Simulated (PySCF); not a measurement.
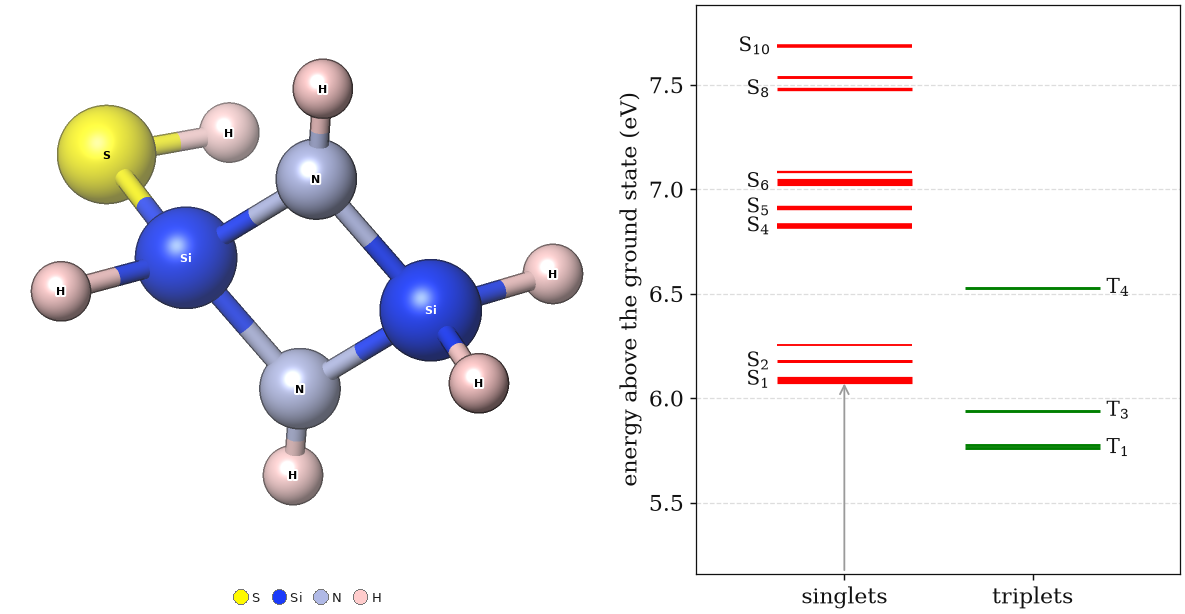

State diagram of Si₂N₂H₆S, SMILES S[SiH]1N[SiH2]N1. Vertical TDDFT excitations, CAM-B3LYP/def2-SVPD with PySCF, at a PBE0-D3(BJ)/def2-SVP geometry (no frequency check), gas phase. Triplets in the Tamm-Dancoff approximation; only the lowest 10 singlets and 4 triplets were computed. Thicker singlet lines are brighter; the arrow marks the brightest. S0, at zero, lies below the range drawn.

What are the energy, strength and character of the state that the arrow marks?

S1 at 6.09 eV (204 nm), f = 0.038, mainly HOMO → LUMO (73 %).

How many of the triplet levels drawn lie below S1?

3 of 4 (T1 5.76 eV, T2 5.78 eV, T3 5.94 eV, T4 6.53 eV; S1 6.09 eV).

What is the vertical gap between S1 and T1?

0.33 eV: S1 at 6.09 eV, T1 at 5.76 eV.

Note: core orbitals are frozen in the response.
